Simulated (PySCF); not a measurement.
# C4H9Al: electronic excitations at several levels of theory

How much do the electronic excitations of C4H9Al (`[CH3][AlH][CH]1CC1`) depend on the level of theory, and what does each level cost?

Computed with PySCF 2.14.0, with density-fitted response routines of our own, on a single molecule in the gas phase. Atoms count from 0, in the outputs and in this text.

## 1. The starting structure

14 atoms, charge 0, multiplicity 1; geometry from: PBE0-D3(BJ)/def2-SVP.

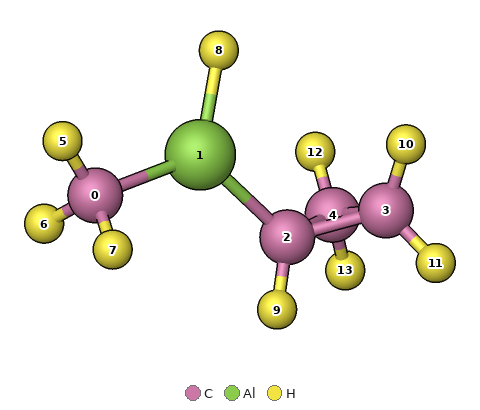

The starting geometry (carbon pink, aluminium green, hydrogen yellow), atoms numbered.

## 2. TDDFT and polarisability: PBE0/def2-SVP

What the job is given:

```
{"job": {"kind": "uv", "xc": "PBE0", "basis": "def2-SVP"}, "charge": 0, "multiplicity": 1}
C      2.735096    -0.284937     0.019137
Al     0.962195     0.502009     0.288319
C     -0.674945    -0.397047    -0.237155
C     -1.861246     0.420049    -0.733189
C     -1.935666    -0.226140     0.600464
H      3.553587     0.442629     0.135576
H      2.912239    -1.093404     0.751122
H      2.827177    -0.747814    -0.977963
H      0.780167     1.933415     0.977449
H     -0.597347    -1.383526    -0.711339
H     -1.769622     1.510744    -0.778388
H     -2.457648    -0.002866    -1.547030
H     -1.896820     0.412271     1.489729
H     -2.584547    -1.099353     0.715903
```

Method: TDDFT PBE0/def2-SVP, vertical, gas phase, core orbitals frozen in the response.

Started as:

```
$ OMP_NUM_THREADS=1 python probes_run.py task.json out
```

This one command runs all jobs of the session in turn.

Standard output:

```text
coarse grid: 11552 points
cycle   1  E = -399.6225575475  dE =  2.457e-01  |g| = 4.478e-01  |ddm| = 3.594e+00
cycle   2  E = -399.6045269636  dE =  1.803e-02  |g| = 5.202e-01  |ddm| = 9.771e-01
cycle   3  E = -399.6793897290  dE = -7.486e-02  |g| = 3.017e-02  |ddm| = 5.350e-01
cycle   4  E = -399.6795817637  dE = -1.920e-04  |g| = 1.507e-02  |ddm| = 4.807e-02
cycle   5  E = -399.6796375396  dE = -5.578e-05  |g| = 4.698e-03  |ddm| = 1.950e-02
cycle   6  E = -399.6796436903  dE = -6.151e-06  |g| = 3.810e-04  |ddm| = 4.901e-03
final grid: 105072 points
cycle   7  E = -399.7371397680  dE = -1.601e-05  |g| = 7.518e-03  |ddm| = 2.162e-02
cycle   8  E = -399.7371323481  dE =  7.420e-06  |g| = 9.230e-03  |ddm| = 1.564e-02
cycle   9  E = -399.7371552343  dE = -2.289e-05  |g| = 2.670e-04  |ddm| = 8.709e-03
cycle  10  E = -399.7371552483  dE = -1.399e-08  |g| = 1.323e-04  |ddm| = 4.056e-04
cycle  11  E = -399.7371552529  dE = -4.618e-09  |g| = 2.171e-05  |ddm| = 1.496e-04
cycle  12  E = -399.7371552530  dE = -1.264e-10  |g| = 4.702e-06  |ddm| = 3.531e-05
converged SCF energy = -399.7371552530

Static polarisability (au): isotropic 65.259, principal 54.841 60.985 79.953

Singlet excitations
state   eV       nm        f      main configurations
  1   5.1881    239.0   0.00021   H->L 0.99
  2   5.6194    220.6   0.00175   H-1->L 1.00
  3   6.4399    192.5   0.08225   H-2->L 0.98
  4   6.8740    180.4   0.00238   H-3->L 0.99
  5   7.2835    170.2   0.14064   H->L+1 0.97
  6   7.8148    158.7   0.07482   H-1->L+1 0.89
  7   7.8925    157.1   0.01505   H->L+2 0.89
  8   8.1439    152.2   0.00833   H-2->L+1 0.92
  9   8.2005    151.2   0.01732   H-4->L 0.97
 10   8.3269    148.9   0.01667   H->L+3 0.84, H-1->L+2 0.10

Triplet excitations (Tamm-Dancoff, eV): 4.9118 5.2188 5.9994 6.6749
```

Wall time 12 s (1 thread of Arm Neoverse V1, shared host); peak memory 0.6 GiB.

The orbitals next to the gap, with their largest atomic shares:

| orbital | eV | atoms |
| --- | --- | --- |
| HOMO−3 | -8.85 | C4 26 %, C3 26 %, C2 17 % |
| HOMO−2 | -8.29 | C2 47 %, C3 20 %, C4 20 % |
| HOMO−1 | -7.89 | H8 33 %, Al1 30 %, C0 26 % |
| HOMO | -7.37 | C2 32 %, Al1 19 %, C0 13 % |
| LUMO | -0.75 | Al1 86 % |
| LUMO+1 | 1.03 | Al1 55 %, C0 13 %, H6 8 % |
| LUMO+2 | 1.81 | Al1 35 %, H9 9 %, H13 8 % |

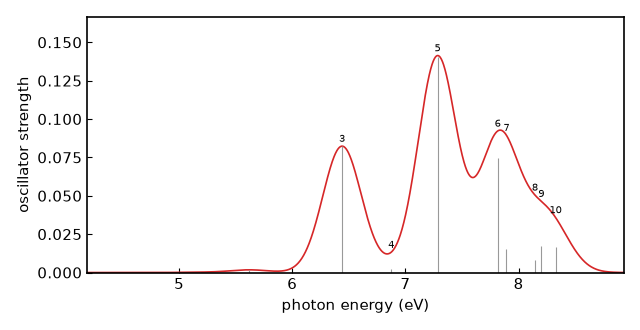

Absorption spectrum from the 10 singlet states computed; above the last one it falls off for lack of states. Lines are broadened to a width of 0.40 eV (Gaussian).

Further results of this job:

| property | computed |
| --- | --- |
| dipole moment (D) | 0.84 |
| polarisability (Å³) | 9.67 |
| HOMO–LUMO gap (eV) | 6.62 |
| −ε(HOMO) (eV) | 7.37 |

## 3. TDDFT and polarisability: PBE0/def2-TZVP

The job, as its differences from that of step 2:

```diff
@@ -1,2 +1,2 @@
-{"job": {"kind": "uv", "xc": "PBE0", "basis": "def2-SVP"}, "charge": 0, "multiplicity": 1}
+{"job": {"kind": "uv", "xc": "PBE0", "basis": "def2-TZVP"}, "charge": 0, "multiplicity": 1}
 C      2.735096    -0.284937     0.019137
```

With the program's defaults for keys left out, this is: TDDFT PBE0/def2-TZVP, vertical, gas phase, core orbitals frozen in the response.

Standard output:

```text
coarse grid: 11552 points
cycle   1  E = -399.9324685414  dE =  2.738e-01  |g| = 5.009e-01  |ddm| = 2.629e+00
cycle   2  E = -399.9026717458  dE =  2.980e-02  |g| = 6.059e-01  |ddm| = 8.542e-01
cycle   3  E = -399.9988479010  dE = -9.618e-02  |g| = 3.874e-02  |ddm| = 4.853e-01
cycle   4  E = -399.9990952587  dE = -2.474e-04  |g| = 2.254e-02  |ddm| = 5.110e-02
cycle   5  E = -399.9992176623  dE = -1.224e-04  |g| = 5.447e-03  |ddm| = 1.996e-02
cycle   6  E = -399.9992252902  dE = -7.628e-06  |g| = 6.407e-04  |ddm| = 4.471e-03
final grid: 105072 points
cycle   7  E = -399.9885555381  dE = -4.312e-05  |g| = 8.155e-03  |ddm| = 4.275e-02
cycle   8  E = -399.9885460298  dE =  9.508e-06  |g| = 1.017e-02  |ddm| = 1.280e-02
cycle   9  E = -399.9885722471  dE = -2.622e-05  |g| = 3.730e-04  |ddm| = 7.177e-03
cycle  10  E = -399.9885722689  dE = -2.187e-08  |g| = 2.221e-04  |ddm| = 4.816e-04
cycle  11  E = -399.9885722812  dE = -1.228e-08  |g| = 3.872e-05  |ddm| = 1.803e-04
cycle  12  E = -399.9885722816  dE = -3.664e-10  |g| = 7.231e-06  |ddm| = 3.925e-05
converged SCF energy = -399.9885722816

Static polarisability (au): isotropic 73.243, principal 63.251 67.191 89.286

Singlet excitations
state   eV       nm        f      main configurations
  1   5.1518    240.7   0.00050   H->L 0.99
  2   5.6023    221.3   0.00234   H-1->L 1.00
  3   6.3677    194.7   0.06838   H-2->L 0.98
  4   6.8219    181.7   0.00079   H-3->L 0.98
  5   6.9229    179.1   0.14917   H->L+1 0.97
  6   7.4273    166.9   0.06130   H->L+2 0.51, H-1->L+1 0.46
  7   7.4616    166.2   0.06865   H-1->L+1 0.50, H->L+2 0.47
  8   7.8085    158.8   0.01496   H-2->L+1 0.95
  9   7.8727    157.5   0.02409   H->L+3 0.91
 10   8.0972    153.1   0.06646   H-1->L+2 0.75

Triplet excitations (Tamm-Dancoff, eV): 4.8862 5.1670 5.9451 6.4613
```

Run time: 30 s. Hardware: 1 thread of Arm Neoverse V1, shared host; peak memory 0.87 GiB.

Key values: HOMO -7.37 eV, LUMO -0.82 eV; lowest singlet 5.15 eV.

## 4. Excited states and response: PBE0/aug-cc-pVDZ

The job, as its differences from that of step 3:

```diff
@@ -1,2 +1,2 @@
-{"job": {"kind": "uv", "xc": "PBE0", "basis": "def2-TZVP"}, "charge": 0, "multiplicity": 1}
+{"job": {"kind": "uv", "xc": "PBE0", "basis": "aug-cc-pVDZ"}, "charge": 0, "multiplicity": 1}
 C      2.735096    -0.284937     0.019137
```

With the program's defaults for keys left out, this is: TDDFT PBE0/aug-cc-pVDZ, vertical, gas phase, core orbitals frozen in the response.

Standard output:

```text
coarse grid: 11552 points
cycle   1  E = -399.8645640488  dE =  3.114e-01  |g| = 4.746e-01  |ddm| = 8.929e+00
cycle   2  E = -399.8374352308  dE =  2.713e-02  |g| = 5.699e-01  |ddm| = 2.777e+00
cycle   3  E = -399.9273640708  dE = -8.993e-02  |g| = 3.663e-02  |ddm| = 1.329e+00
cycle   4  E = -399.9276360666  dE = -2.720e-04  |g| = 1.954e-02  |ddm| = 1.296e-01
cycle   5  E = -399.9277358750  dE = -9.981e-05  |g| = 4.403e-03  |ddm| = 4.800e-02
cycle   6  E = -399.9277413428  dE = -5.468e-06  |g| = 5.452e-04  |ddm| = 1.232e-02
final grid: 105072 points
cycle   7  E = -399.9378889250  dE = -1.792e-05  |g| = 8.278e-03  |ddm| = 1.596e-01
cycle   8  E = -399.9378783502  dE =  1.057e-05  |g| = 1.045e-02  |ddm| = 4.405e-02
cycle   9  E = -399.9379076419  dE = -2.929e-05  |g| = 3.676e-04  |ddm| = 2.398e-02
cycle  10  E = -399.9379076715  dE = -2.963e-08  |g| = 1.667e-04  |ddm| = 1.164e-03
cycle  11  E = -399.9379076789  dE = -7.375e-09  |g| = 2.898e-05  |ddm| = 4.286e-04
cycle  12  E = -399.9379076791  dE = -2.369e-10  |g| = 7.440e-06  |ddm| = 9.966e-05
converged SCF energy = -399.9379076791

Static polarisability (au): isotropic 76.855, principal 66.130 70.456 93.979

Singlet excitations
state   eV       nm        f      main configurations
  1   5.0878    243.7   0.00091   H->L 0.98
  2   5.5342    224.0   0.00315   H-1->L 0.98
  3   6.2653    197.9   0.04239   H-2->L 0.91
  4   6.3402    195.6   0.09605   H->L+1 0.88
  5   6.6335    186.9   0.03641   H->L+2 0.93
  6   6.7293    184.2   0.00007   H-3->L 0.96
  7   6.8621    180.7   0.06259   H-1->L+1 0.91
  8   6.9218    179.1   0.00437   H->L+3 0.86
  9   7.1819    172.6   0.00401   H->L+4 0.92
 10   7.2483    171.1   0.00434   H-2->L+1 0.81, H-2->L+2 0.15

Triplet excitations (Tamm-Dancoff, eV): 4.8222 5.0938 5.8595 6.1249
```

It took 28 s on 1 thread of Arm Neoverse V1, shared host; peak memory 0.84 GiB.

Key values: HOMO -7.38 eV, LUMO -0.93 eV; lowest singlet 5.09 eV.

## 5. Excited states and response: PBE0/def2-TZVPD

The job, as its differences from that of step 4:

```diff
@@ -1,2 +1,2 @@
-{"job": {"kind": "uv", "xc": "PBE0", "basis": "aug-cc-pVDZ"}, "charge": 0, "multiplicity": 1}
+{"job": {"kind": "uv", "xc": "PBE0", "basis": "def2-TZVPD"}, "charge": 0, "multiplicity": 1}
 C      2.735096    -0.284937     0.019137
```

Level: TDDFT PBE0/def2-TZVPD, vertical, gas phase, core orbitals frozen in the response.

Standard output:

```text
coarse grid: 11552 points
cycle   1  E = -399.9332007521  dE =  2.738e-01  |g| = 5.006e-01  |ddm| = 3.925e+00
cycle   2  E = -399.9027315980  dE =  3.047e-02  |g| = 6.074e-01  |ddm| = 1.732e+00
cycle   3  E = -399.9995213799  dE = -9.679e-02  |g| = 3.938e-02  |ddm| = 8.889e-01
cycle   4  E = -399.9997765649  dE = -2.552e-04  |g| = 2.298e-02  |ddm| = 8.441e-02
cycle   5  E = -399.9999039791  dE = -1.274e-04  |g| = 5.473e-03  |ddm| = 3.290e-02
cycle   6  E = -399.9999116708  dE = -7.692e-06  |g| = 6.550e-04  |ddm| = 8.447e-03
final grid: 105072 points
cycle   7  E = -399.9892512264  dE = -4.628e-05  |g| = 8.160e-03  |ddm| = 2.359e-01
cycle   8  E = -399.9892416084  dE =  9.618e-06  |g| = 1.020e-02  |ddm| = 2.552e-02
cycle   9  E = -399.9892679748  dE = -2.637e-05  |g| = 3.781e-04  |ddm| = 1.360e-02
cycle  10  E = -399.9892679971  dE = -2.229e-08  |g| = 2.271e-04  |ddm| = 8.128e-04
cycle  11  E = -399.9892680100  dE = -1.284e-08  |g| = 3.986e-05  |ddm| = 3.055e-04
cycle  12  E = -399.9892680103  dE = -3.882e-10  |g| = 7.402e-06  |ddm| = 7.704e-05
converged SCF energy = -399.9892680103

Static polarisability (au): isotropic 76.328, principal 65.976 70.004 93.005

Singlet excitations
state   eV       nm        f      main configurations
  1   5.1392    241.3   0.00080   H->L 0.99
  2   5.5900    221.8   0.00294   H-1->L 0.99
  3   6.3390    195.6   0.04555   H-2->L 0.93
  4   6.4477    192.3   0.11422   H->L+1 0.92
  5   6.7995    182.3   0.00026   H-3->L 0.98
  6   6.9235    179.1   0.02047   H->L+2 0.94
  7   6.9851    177.5   0.05694   H-1->L+1 0.96
  8   7.2887    170.1   0.01103   H->L+3 0.83, H->L+4 0.10
  9   7.3840    167.9   0.00952   H-2->L+1 0.93
 10   7.5352    164.5   0.02705   H->L+4 0.60, H-1->L+2 0.24

Triplet excitations (Tamm-Dancoff, eV): 4.8770 5.1476 5.9302 6.1778
```

Wall time 45 s (1 thread of Arm Neoverse V1, shared host); peak memory 1 GiB.

This run: HOMO -7.38 eV, LUMO -0.85 eV; lowest singlet 5.14 eV.

## 6. Excited states and response: PBE0/6-31+G*

The job, as its differences from that of step 5:

```diff
@@ -1,2 +1,2 @@
-{"job": {"kind": "uv", "xc": "PBE0", "basis": "def2-TZVPD"}, "charge": 0, "multiplicity": 1}
+{"job": {"kind": "uv", "xc": "PBE0", "basis": "6-31+G*"}, "charge": 0, "multiplicity": 1}
 C      2.735096    -0.284937     0.019137
```

Method: TDDFT PBE0/6-31+G*, vertical, gas phase, core orbitals frozen in the response.

Standard output:

```text
coarse grid: 11552 points
cycle   1  E = -399.8953075246  dE =  2.957e-01  |g| = 4.821e-01  |ddm| = 3.591e+00
cycle   2  E = -399.8689536262  dE =  2.635e-02  |g| = 5.716e-01  |ddm| = 2.955e+00
cycle   3  E = -399.9596268818  dE = -9.067e-02  |g| = 3.464e-02  |ddm| = 1.736e+00
cycle   4  E = -399.9598658504  dE = -2.390e-04  |g| = 1.821e-02  |ddm| = 9.040e-02
cycle   5  E = -399.9599516918  dE = -8.584e-05  |g| = 4.225e-03  |ddm| = 4.347e-02
cycle   6  E = -399.9599567496  dE = -5.058e-06  |g| = 4.447e-04  |ddm| = 8.588e-03
final grid: 105072 points
cycle   7  E = -399.9098970819  dE = -1.467e-05  |g| = 8.150e-03  |ddm| = 7.146e-02
cycle   8  E = -399.9098874992  dE =  9.583e-06  |g| = 1.021e-02  |ddm| = 5.060e-02
cycle   9  E = -399.9099155549  dE = -2.806e-05  |g| = 3.215e-04  |ddm| = 3.109e-02
cycle  10  E = -399.9099155751  dE = -2.015e-08  |g| = 1.564e-04  |ddm| = 9.028e-04
cycle  11  E = -399.9099155816  dE = -6.530e-09  |g| = 2.590e-05  |ddm| = 3.776e-04
cycle  12  E = -399.9099155818  dE = -1.771e-10  |g| = 5.443e-06  |ddm| = 8.904e-05
converged SCF energy = -399.9099155818

Static polarisability (au): isotropic 70.951, principal 59.424 65.779 87.651

Singlet excitations
state   eV       nm        f      main configurations
  1   5.0862    243.8   0.00073   H->L 0.98
  2   5.5818    222.1   0.00245   H-1->L 0.99
  3   6.2757    197.6   0.04233   H-2->L 0.91
  4   6.3843    194.2   0.13044   H->L+1 0.90
  5   6.7512    183.6   0.00024   H-3->L 0.97
  6   6.8500    181.0   0.02579   H->L+2 0.94
  7   6.9571    178.2   0.06986   H-1->L+1 0.95
  8   7.1901    172.4   0.01137   H->L+3 0.90
  9   7.2994    169.9   0.01049   H-2->L+1 0.92
 10   7.5024    165.3   0.00704   H->L+4 0.88

Triplet excitations (Tamm-Dancoff, eV): 4.8280 5.2011 5.8674 6.1278
```

Wall time 12 s (1 thread of Arm Neoverse V1, shared host); peak memory 0.62 GiB.

This run: HOMO -7.34 eV, LUMO -0.88 eV; lowest singlet 5.09 eV.

## 7. Side by side: electronic excitations

Excitations and ground-state properties, with basis size and wall time:

| run | lowest singlet (eV) | brightest (eV) | f | gap (eV) | α (Å³) | μ (D) | functions | time |
| --- | --- | --- | --- | --- | --- | --- | --- | --- |
| PBE0/def2-SVP | 5.19 | 7.28 | 0.141 | 6.62 | 9.67 | 0.84 | 119 | 12 s |
| PBE0/def2-TZVP | 5.15 | 6.92 | 0.149 | 6.56 | 10.85 | 0.81 | 215 | 30 s |
| PBE0/aug-cc-pVDZ | 5.09 | 6.34 | 0.096 | 6.45 | 11.39 | 0.81 | 200 | 28 s |
| PBE0/def2-TZVPD | 5.14 | 6.45 | 0.114 | 6.53 | 11.31 | 0.80 | 272 | 45 s |
| PBE0/6-31+G* | 5.09 | 6.38 | 0.130 | 6.46 | 10.51 | 0.81 | 112 | 12 s |

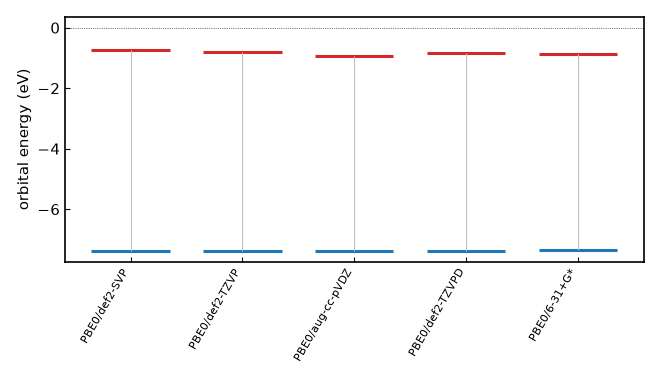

HOMO (blue) and LUMO (red) run by run.

## 8. What came out

```
                                quantity                        value
          lowest singlet (PBE0/def2-SVP)  5.19 eV (239 nm), f = 0.000
brightest single state of those computed  state 5, 7.28 eV, f = 0.141
                          lowest triplet                      4.91 eV
             range of the lowest singlet              5.09 to 5.19 eV
```

Single values in the summary come from the first run of each kind that ended normally (PBE0/def2-SVP), which need not be the best level. The first singlet state (HOMO→LUMO 0.99) lies at 5.19 eV and is dark; of the 10 states computed, the strongest absorption comes from state 5 at 7.28 eV. The lowest triplet lies 0.28 eV below the lowest singlet (triplets in Tamm-Dancoff, singlets in full TDDFT). The basis of PBE0/def2-SVP has no diffuse functions, so Rydberg states are missing and the high states are unreliable. The lowest singlet runs from 5.09 eV (PBE0/6-31+G*) to 5.19 eV (PBE0/def2-SVP), while the orbital gap spans 6.45 to 6.62 eV. The lowest state need not be the same one in every run.
